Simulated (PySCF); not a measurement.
# GaF (SMILES [F][Ga]) at BLYP/def2-TZVPPD

What is the vertical ionisation energy of GaF at BLYP/def2-TZVPPD? 

Program for the calculation: PySCF 2.14.0.

3 further runs of the same task are left out: 3 set aside as unsound or not needed.

## (1) The structure to begin with

GaF: 2 atoms, total charge 0, spin state singlet. As SMILES, `[F][Ga]`. The coordinates come from a PBE0-D4/def2-TZVP relaxation.

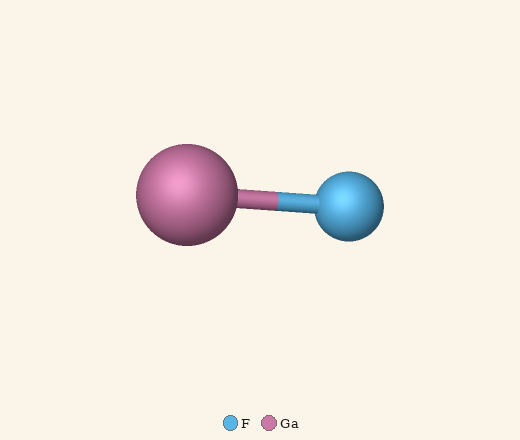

Viewed from a chosen angle; fluorine blue, gallium pink.

## (2) A single-point energy at BLYP/def2-TZVPPD

The input, job.py:

```python
from pyscf import gto, dft

mol = gto.M(
    atom='''
F      0.000000     0.000000     0.006300
Ga     0.000000     0.000000     1.792850
''',
    verbose=3,
    basis='def2-tzvppd',
    max_memory=1860,
)

ks = dft.RKS(mol)
ks.xc = 'blyp'
ks.conv_tol = 1e-10
ks.grids.level = 5
ks.kernel()
if not ks.converged:
    ks = ks.newton().run(ks.mo_coeff, ks.mo_occ)

etot = ks.e_tot
print('Final energy', etot)
```

The run is started by

```sh
$ OMP_NUM_THREADS=1 python job.py
```

The program printed:

```text
converged SCF energy = -2024.878251116
Final energy -2024.878251115996
```

Run time: 7.5 s. Hardware: 1 thread of Arm Neoverse V1, shared host; peak memory 0.44 GiB.

## (3) The doublet cation

The input, job.py:

```python
from pyscf import gto, dft

mol = gto.M(
    atom='''
F      0.000000     0.000000     0.011905
Ga     0.000000     0.000000     3.387995
''',
    spin=1,
    charge=1,
    basis='def2-tzvppd',
    max_memory=1860,
    unit='bohr',
    verbose=4,
)

myscf = dft.UKS(mol)
myscf.xc = 'blyp'
myscf.conv_tol = 1e-10
myscf.grids.level = 5
myscf.kernel()
if not myscf.converged:
    myscf = myscf.newton().run(myscf.mo_coeff, myscf.mo_occ)

e_final = myscf.e_tot
print('E = %.10f Eh' % e_final)
```

The run is started by

```sh
$ OMP_NUM_THREADS=1 python job.py
```

The program printed:

```text
PySCF version 2.14.0

[INPUT] num. atoms = 2
[INPUT] num. electrons = 39
[INPUT] charge = 1
[INPUT] spin (= nelec alpha-beta = 2S) = 1
[INPUT] symmetry False subgroup None
[INPUT] Mole.unit = bohr
[INPUT] Symbol           X                Y                Z      unit          X                Y                Z       unit  Magmom
[INPUT]  1 F      0.000000000000   0.000000000000   0.006299854696 AA    0.000000000000   0.000000000000   0.011905000000 Bohr   0.0
[INPUT]  2 Ga     0.000000000000   0.000000000000   1.792849744711 AA    0.000000000000   0.000000000000   3.387995000000 Bohr   0.0

nuclear repulsion = 82.6399770148308
number of shells = 32
number of NR pGTOs = 161
number of NR cGTOs = 94
basis = def2-tzvppd
ecp = {}

[... 36 lines left out ...]
WARN: HOMO -0.249284287935133 >= LUMO -0.24928428793514
[... 50 lines left out ...]
converged SCF energy = -2024.49282499144  <S^2> = 0.75198797  2S+1 = 2.001987
E = -2024.4928249914 Eh
```

Run time: 14 s. Hardware: 1 thread of Arm Neoverse V1, shared host; peak memory 0.46 GiB.

## (4) Outcome

At BLYP/def2-TZVPPD:

| quantity | value |
| --- | --- |
| singlet GaF: total energy | -2024.87825 Eh |
| singlet GaF: dipole moment | 2.29 D |
| singlet GaF: HOMO energy | -6.76 eV |
| singlet GaF: LUMO energy | -2.12 eV |
| singlet GaF: HOMO–LUMO gap | 4.63 eV |
| doublet cation: total energy | -2024.49282 Eh |
| doublet cation: HOMO energy (highest over α and β) | -15.45 eV |
| doublet cation: LUMO energy (lowest over α and β) | -14.33 eV |
| doublet cation: ⟨S²⟩ | 0.752 |
| vertical ionisation energy (to the doublet cation) | 10.488 eV |

In words: The vertical ionisation energy comes to 10.49 eV (242 kcal/mol). The negative HOMO energy of the first species, 6.76 eV, lies 3.73 eV below that difference.
